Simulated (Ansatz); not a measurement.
The figure comes from a scan of Ba (bcc, W type): a phonon pattern at N = (0.5, 0.0, 0.0) is frozen into a 2-atom cell, Q being the largest atomic displacement. All values below come from PBE (plane waves to 420 eV, PAW, scalar-relativistic; Ansatz, a program for electronic structure). k mesh 13×13×13 (Γ-centred), Fermi-Dirac smearing 0.05 eV. Energies are smeared free energies. With partly filled bands, energies and forces of such displacements shift with the k mesh and the smearing. Ba was relaxed with its symmetry unable to fall. ΔE is measured from the undisplaced structure.

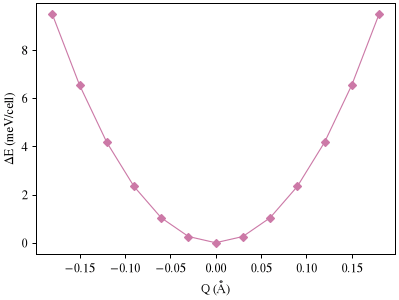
Figure. ΔE (meV/cell) against Q (Å); computed points joined by lines.

### Question
List the plotted points as numbers.

### Answer
To the nearest 0.2:

```csv
Q (Å),ΔE (meV/cell)
-0.180,9.4
-0.150,6.6
-0.120,4.2
-0.090,2.4
-0.060,1.0
-0.030,0.2
0.000,0.0
0.030,0.2
0.060,1.0
0.090,2.4
0.120,4.2
0.150,6.6
0.180,9.4
```

(For displaced atoms, the force is minus the slope of the energy, and its curvature is a force constant, which sets phonon frequencies.)
